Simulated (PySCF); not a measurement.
**C3H3ClF3, doublet, SMILES `FC(F)(F)[CH]CCl`: what the electrons do**

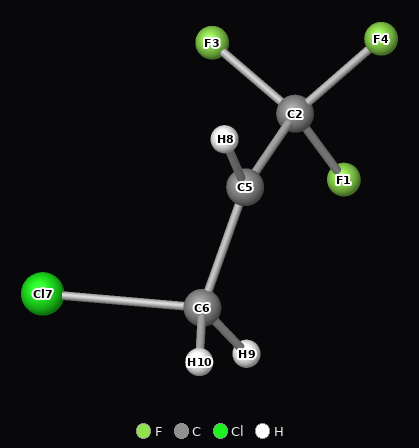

The molecule, with its atoms numbered as below. No frequency check shows the geometry to be a minimum.

Cartesian coordinates (Å):

```
F1      -1.2450    0.2093   -1.2882
C2      -1.1491   -0.0203    0.0289
F3      -1.0654   -1.3640    0.1689
F4      -2.3302    0.3246    0.5715
C5      -0.0230    0.7035    0.6669
C6       1.1601    1.0635   -0.0768
Cl7      2.3042   -0.4027    0.0142
H8      -0.0456    0.7427    1.7424
H9       0.9864    1.2175   -1.1394
H10      1.7241    1.8761    0.3723
```

## 1. Bonding charge

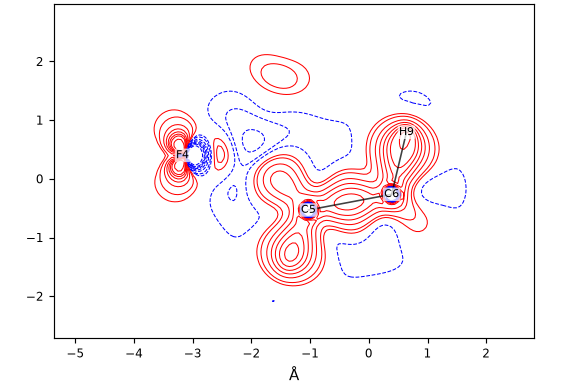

Deformation density (molecule less spherical, spin-averaged free atoms) in the plane of F4, C5, C6 and H9; contours at ±0.05 to ±0.8 e/Å³; solid red lines: gain, dashed blue lines: loss.

Level of theory: PBE0/def2-SVP (PySCF), at a geometry from GFN2-xTB. The stability of the open-shell solution wasn't checked. GFN2-xTB doesn't know the spin state, so this open-shell geometry is rough.

Q: Describe the bonding that the map shows.

A: C6–H9: +0.76 e/Å³ at the bond critical point (bond length 1.09 Å, Mayer order 0.9). C5–C6: +0.56 e/Å³ at the bond critical point (bond length 1.44 Å, Mayer order 1.1). In all, 2.3 electrons gather in the regions of gain relative to the promolecule.

Q: Where do the Hirshfeld charges lie?

A: The highest Hirshfeld charge is on C2 (+0.25 e), the lowest on F3 (−0.10 e).

## 2. Bond critical points

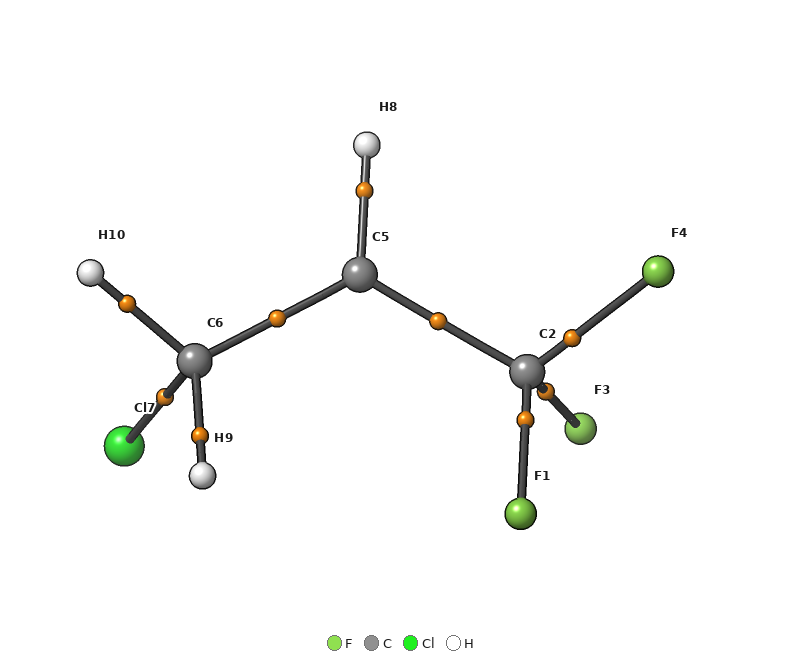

Molecular graph of the electron density (QTAIM): bond paths, bond critical points (orange), ring points (yellow, if any); weak paths are dashed.

Q: How many critical points of each kind are there, and does the count close?

A: 10 nuclei, 9 bond, 0 ring and 0 cage critical points: 10 − 9 + 0 − 0 = 1, as the Poincaré–Hopf relation requires.

Q: Give the properties at the bond critical points.

A:
```csv
bond,length (Å),ρ (a.u.),∇²ρ (a.u.),ε,H (a.u.)
C5–H8,1.076,0.286,−1.12,0.03,−0.318
C6–H9,1.088,0.285,−1.13,0.02,−0.316
C6–H10,1.086,0.285,−1.12,0.02,−0.316
C5–C6,1.443,0.283,−0.70,0.05,−0.252
C2–C5,1.483,0.279,−0.73,0.06,−0.247
F1–C2,1.340,0.275,−0.21,0.11,−0.410
C2–F4,1.345,0.274,−0.26,0.10,−0.406
C2–F3,1.354,0.270,−0.32,0.11,−0.394
C6–Cl7,1.862,0.149,−0.10,0.01,−0.078
```

Q: What kind of interaction is C6–H10?

A: Shared-shell (covalent): ρ = 0.285, ∇²ρ = −1.12, H = −0.316 a.u.

## 3. Local ionisation energy

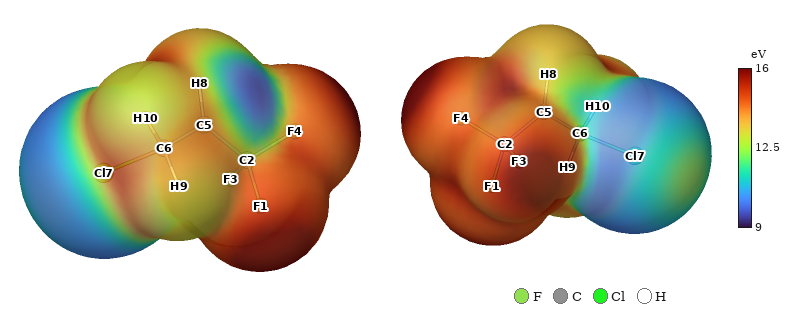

Average local ionisation energy on the surface of electron density 0.001 a.u. (back view left, front view right).

Q: Locate the minima of the map.

A: The lowest value is 9.9 eV, over C5, off the plane of its three bonds (2.0 Å). Further minima include 10.1 eV, 2.1 Å from Cl7; 10.1 eV, 2.0 Å from Cl7; 13.0 eV, 1.3 Å from H9. For comparison, the highest occupied orbital lies at −7.6 eV.

## 4. Spin density

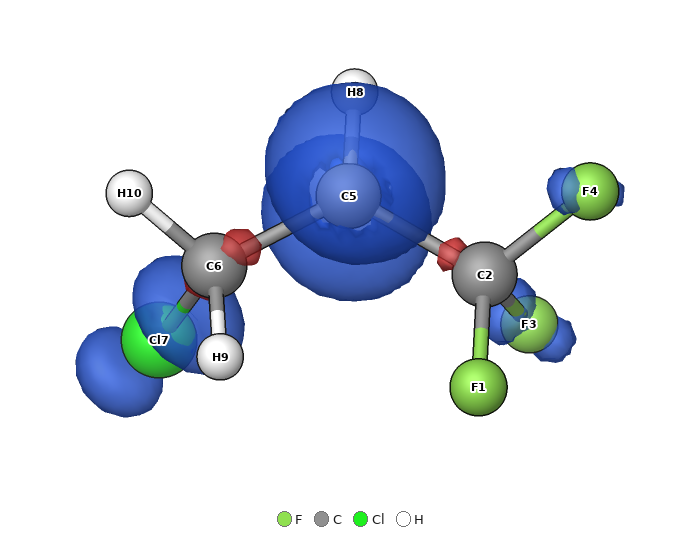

Spin density ρα − ρβ at ±0.05 e/Å³ (blue: excess α, red: excess β).

Q: Where is the unpaired spin?

A: Hirshfeld spin populations: C5 +0.66, Cl7 +0.15, C2 +0.05 and H8 +0.04. ⟨S²⟩ = 0.76, against 0.75 for a pure state.

## 5. In an electric field

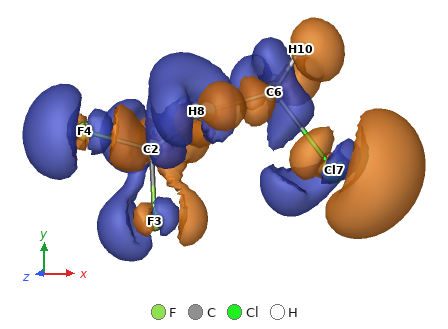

Change of the electron density in a uniform field of 0.21 V/Å, surfaces at ±0.0015 e/Å³ (orange: gain, blue: loss).

Level of theory: BP86/def2-SVPD (PySCF), at a geometry from GFN2-xTB. The stability of the open-shell solution wasn't checked. GFN2-xTB doesn't know the spin state, so this open-shell geometry is rough.

Q: Along which Cartesian direction does the field point?

A: Along −x: electrons gather on the +x side, against the field.

Q: What dipole is induced, and what polarisability does it imply?

A: The induced dipole is 0.73 D (along the field); α along this axis, from the fields in both directions, is 72 bohr³ (10.6 Å³).

Q: Which atoms gain and lose the most charge?

A: Electrons gather most on Cl7 (Hirshfeld charge changes by −0.022 e) and leave F4 most (+0.011 e); 0.056 electrons are displaced in all.
